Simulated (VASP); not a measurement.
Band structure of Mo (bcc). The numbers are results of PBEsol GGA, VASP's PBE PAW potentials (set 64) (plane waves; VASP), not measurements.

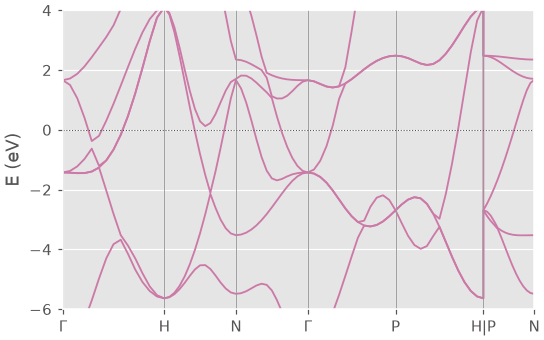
Figure: Bands along high-symmetry lines, zero at the valence-band maximum or, without a gap, the Fermi level

**Question.** Read the plot: is there a gap, and where are the band edges?

**Answer.** It has no gap at this level: it comes out as a metal or semimetal. (Edges off the drawn lines would not show.)

The compound is Mo in the bcc structure. It was relaxed first.
